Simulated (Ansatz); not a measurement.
# H4OS2Si: rotation by 180° about the O1–S2 bond, part 1 of 2

Wanted: the energy profile along the rotation by 180° about the O1–S2 bond, from relaxed end points and a band of images. SMILES of the start: OSS[SiH3].

Method: RKS BHLYP/def2-SVP, in Ansatz 0.2.0.

**1. The structure to begin with**

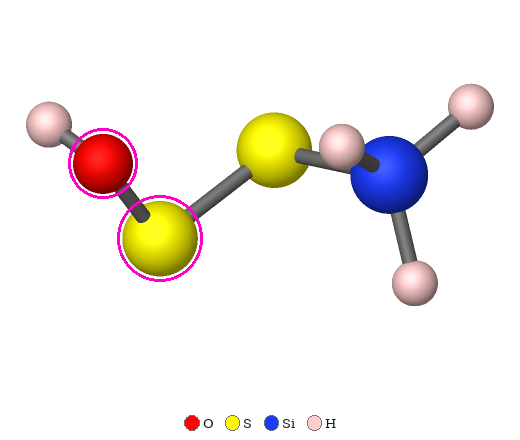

The starting structure, seen from a free direction (oxygen red, sulfur yellow, silicon blue, hydrogen pink). Ringed: O1, S2.

Coordinates:

```xyz
8

O    -1.6783    1.5818   -0.1473
S    -0.8000    0.9076   -1.3810
S     1.0733    0.6914   -0.6074
Si    0.7916   -1.1891    0.4426
H    -1.6308    2.5454   -0.1798
H    -0.3402   -0.9956    1.3365
H     2.0627   -1.3586    1.1237
H     0.5216   -2.1828   -0.5873
```

**2. Relaxing end A**

input.yaml reads:

```yaml
crystal:
  periodic: [false, false, false]
  atoms:
    - { symbol: O, position_ang: [-1.67831, 1.58184, -0.1473] }
    - { symbol: S, position_ang: [-0.79998, 0.90756, -1.38104] }
    - { symbol: S, position_ang: [1.07331, 0.69136, -0.60742] }
    - { symbol: Si, position_ang: [0.7916, -1.18909, 0.44264] }
    - { symbol: H, position_ang: [-1.63078, 2.54538, -0.1798] }
    - { symbol: H, position_ang: [-0.34017, -0.9956, 1.33648] }
    - { symbol: H, position_ang: [2.06274, -1.35865, 1.12372] }
    - { symbol: H, position_ang: [0.52159, -2.1828, -0.58729] }
basis:
  gaussian: { orbitals: def2-SVP }
hamiltonian:
  xc: { name: BHLYP }
relax:
  f_tol: 0.015
  max_steps: 40
```

Command:

```
ansatz run input.yaml --threads 1 --pin off --max-ram 2048MiB --backend cpu --events-out ev --progress --plain --runs-dir out
```

Standard output, shortened:

```text
Warning: RAYON_NUM_THREADS=1 ignored (pool sized by the plan → 1); use --threads N
[...]
Functional definition: BHLYP
[...]
886 factors; integrals over basis functions are off by at most 2.6e-4 eV
[...]
mean field -31647.93888607 eV, -1163.0403023196 hartree, gradient 1.7e-5 eV, S^2 0.000000; 0 other end points of the search recorded, 0 dependent functions left out
[...]
reference -31647.93904226 eV, -1163.0403080596 hartree; 29, 29 occupied and 59, 59 virtual orbitals, 886 factors
relax step   1: F+E_penalty+E_count = -31647.93888607 eV  Δ(F+E_penalty+E_count) = +0.000e0 eV  max|allowed force component| = 8.397e-1 eV/Å  Δτ_max = 0.0000 Å  (25 SCF iters, accepted)
[...]
relax step   7: F+E_penalty+E_count = -31648.01644086 eV  Δ(F+E_penalty+E_count) = -5.338e-4 eV  max|allowed force component| = 5.372e-2 eV/Å  Δτ_max = 0.0178 Å  (29 SCF iters, accepted)
[...]
relax step   8: F+E_penalty+E_count = -31648.01671634 eV  Δ(F+E_penalty+E_count) = -2.755e-4 eV  max|allowed force component| = 1.184e-2 eV/Å  Δτ_max = 0.0086 Å  (29 SCF iters, accepted)
886 factors; integrals over basis functions are off by at most 3.1e-4 eV
mean field -31648.01671634 eV, -1163.0431625292 hartree, gradient 6.8e-6 eV, S^2 0.000000; 1 other end points of the search recorded, 0 dependent functions left out
[...]
reference -31648.01687420 eV, -1163.0431683307 hartree; 29, 29 occupied and 59, 59 virtual orbitals, 886 factors
Total energy: -31648.01687420 eV, -1163.0431683307 hartree
Atom 0 at    -1.740373     1.601592    -0.208291 Å, force    -0.001124    -0.006047    -0.001234 eV/Å
Atom 1 at    -0.820020     0.950044    -1.415849 Å, force    -0.004668     0.004328     0.004219 eV/Å
Atom 2 at     1.069032     0.748863    -0.572387 Å, force     0.003539     0.009369    -0.001875 eV/Å
Atom 3 at     0.800259    -1.153152     0.428948 Å, force    -0.002993    -0.011843     0.001472 eV/Å
Atom 4 at    -1.607894     2.550773    -0.193523 Å, force     0.005094    -0.000614    -0.002768 eV/Å
Atom 5 at    -0.295471    -1.060814     1.413441 Å, force     0.001500     0.002311    -0.000529 eV/Å
Atom 6 at     2.085727    -1.427558     1.108976 Å, force    -0.001653     0.002452    -0.000106 eV/Å
Atom 7 at     0.508740    -2.209748    -0.561325 Å, force     0.000306     0.000044     0.000821 eV/Å
Dipole moment:     0.044452     0.079071     0.058640 e Å
```

Wall time 91 s (1 thread of Intel Xeon at 2.50GHz (Skylake/Cascade Lake), shared host); peak memory 0.19 GiB.

Step by step:

```
step  energy from step 1 (eV)  largest force component (eV/Å)
   1                   0.0000                          0.8397
   2                  -0.0320                          1.2849
   3                  -0.0662                          0.9372
  4x                  -0.0321                          0.8820
   5                  -0.0760                          0.3535
   6                  -0.0770                          0.2343
   7                  -0.0776                          0.0537
   8                  -0.0778                          0.0118
```

Step 1 is the start. 1 step was tried and not accepted (marked x).

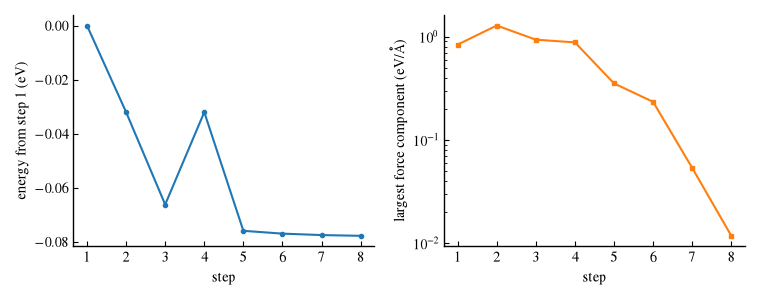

How energy and force went from step to step.

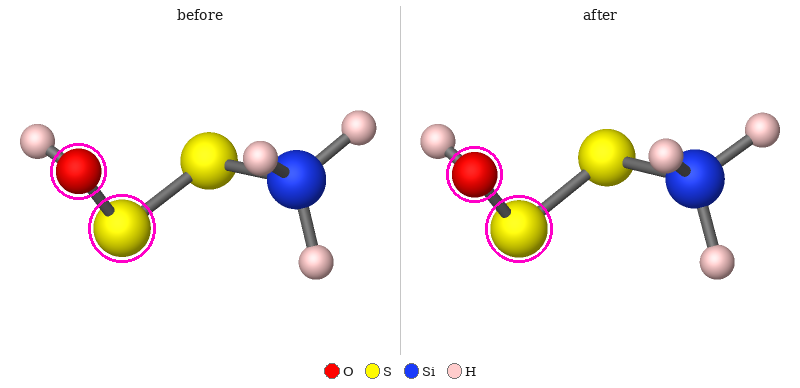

The structure before (left) and after (right), drawn at the same scale.

After: Bond lengths: O1–S2 1.652 Å, S2–S3 2.079 Å, S3–Si4 2.166 Å, O1–H5 0.958 Å, Si4–H6 1.476 Å, Si4–H7 1.480 Å, Si4–H8 1.477 Å. Angles: O1–S2–S3 104.3°, S2–O1–H5 109.0°, S2–S3–Si4 99.2°, S3–Si4–H6 110.2°, S3–Si4–H7 105.5°, S3–Si4–H8 110.0°, H6–Si4–H7 110.5°, H6–Si4–H8 110.2°, H7–Si4–H8 110.3°.

**3. Relaxing end B**

The second end starts from a geometry with the move made by hand.

input.yaml reads:

```yaml
crystal:
  periodic: [false, false, false]
  atoms:
    - { symbol: O, position_ang: [-1.67831, 1.58184, -0.1473] }
    - { symbol: S, position_ang: [-0.79998, 0.90756, -1.38104] }
    - { symbol: S, position_ang: [-2.13845, 0.71319, -2.90589] }
    - { symbol: Si, position_ang: [-2.03251, 2.72858, -3.70905] }
    - { symbol: H, position_ang: [-1.63078, 2.54538, -0.1798] }
    - { symbol: H, position_ang: [-2.32443, 3.62802, -2.60313] }
    - { symbol: H, position_ang: [-3.05402, 2.7065, -4.74077] }
    - { symbol: H, position_ang: [-0.6736, 2.88635, -4.20864] }
basis:
  gaussian: { orbitals: def2-SVP }
hamiltonian:
  xc: { name: BHLYP }
relax:
  f_tol: 0.015
  max_steps: 40
```

Command:

```
ansatz run input.yaml --threads 1 --pin off --max-ram 2048MiB --backend cpu --events-out ev --progress --plain --runs-dir out
```

Standard output, shortened:

```text
Warning: RAYON_NUM_THREADS=1 ignored (pool sized by the plan → 1); use --threads N
[...]
Functional definition: BHLYP
[...]
885 factors; integrals over basis functions are off by at most 4.0e-4 eV
[...]
mean field -31647.88513160 eV, -1163.0383268793 hartree, gradient 2.3e-5 eV, S^2 0.000000; 0 other end points of the search recorded, 0 dependent functions left out
[...]
reference -31647.88528254 eV, -1163.0383324261 hartree; 29, 29 occupied and 59, 59 virtual orbitals, 885 factors
relax step   1: F+E_penalty+E_count = -31647.88513160 eV  Δ(F+E_penalty+E_count) = +0.000e0 eV  max|allowed force component| = 1.121e0 eV/Å  Δτ_max = 0.0000 Å  (25 SCF iters, accepted)
[...]
relax step   6: F+E_penalty+E_count = -31647.97759420 eV  Δ(F+E_penalty+E_count) = -2.009e-3 eV  max|allowed force component| = 7.586e-2 eV/Å  Δτ_max = 0.0364 Å  (27 SCF iters, accepted)
[...]
reference -31647.97800054 eV, -1163.0417397499 hartree; 29, 29 occupied and 59, 59 virtual orbitals, 885 factors
Total energy: -31647.97800054 eV, -1163.0417397499 hartree
Atom 0 at    -1.634625     1.505682    -0.050522 Å, force    -0.001771    -0.004084     0.001745 eV/Å
Atom 1 at    -0.758352     0.963000    -1.338763 Å, force     0.003132    -0.010930    -0.007874 eV/Å
Atom 2 at    -2.162591     0.715182    -2.855676 Å, force     0.003973     0.010500     0.010766 eV/Å
Atom 3 at    -2.027798     2.684769    -3.734832 Å, force     0.000470     0.001624    -0.006056 eV/Å
Atom 4 at    -1.702854     2.460238    -0.096266 Å, force    -0.003865     0.005198     0.002871 eV/Å
Atom 5 at    -2.289914     3.705121    -2.694899 Å, force     0.001083    -0.000919    -0.001693 eV/Å
Atom 6 at    -3.066212     2.752971    -4.785885 Å, force     0.000648    -0.002897    -0.000867 eV/Å
Atom 7 at    -0.689734     2.910457    -4.318778 Å, force    -0.003670     0.001507     0.001108 eV/Å
Dipole moment:     0.050373     0.505798    -0.183848 e Å
```

Wall time 87 s (1 thread of Intel Xeon at 2.50GHz (Skylake/Cascade Lake), shared host); peak memory 0.19 GiB.

Relaxation path:

```
step  energy from step 1 (eV)  largest force component (eV/Å)
   1                   0.0000                          1.1207
   2                  -0.0645                          0.2648
   3                  -0.0891                          0.2030
   4                  -0.0905                          0.2475
  5x                  -0.0826                          0.5187
   6                  -0.0925                          0.0759
   7                  -0.0927                          0.0109
```

Step 1 is the start. 1 step was tried and not accepted (marked x).

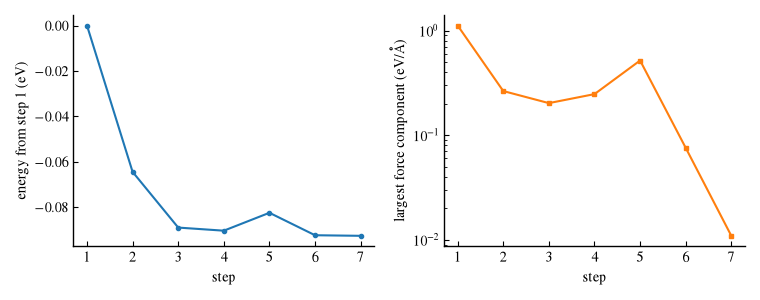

How energy and force went from step to step.

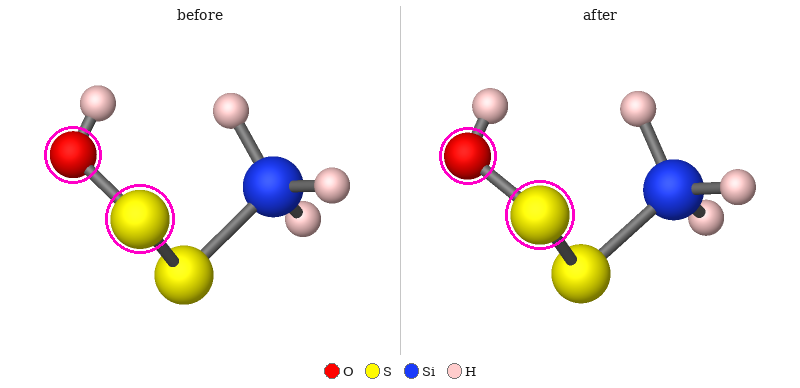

The structure before (left) and after (right), drawn at the same scale.

After: Bond lengths: O1–S2 1.650 Å, S2–S3 2.082 Å, S3–Si4 2.161 Å, O1–H5 0.958 Å, Si4–H6 1.480 Å, Si4–H7 1.479 Å, Si4–H8 1.477 Å. Angles: O1–S2–S3 104.5°, S2–O1–H5 109.2°, S2–S3–Si4 98.4°, S3–Si4–H6 109.4°, S3–Si4–H7 106.7°, S3–Si4–H8 110.9°, H6–Si4–H7 110.1°, H6–Si4–H8 109.4°, H7–Si4–H8 110.4°.

(Continued in part 2 of 2.)
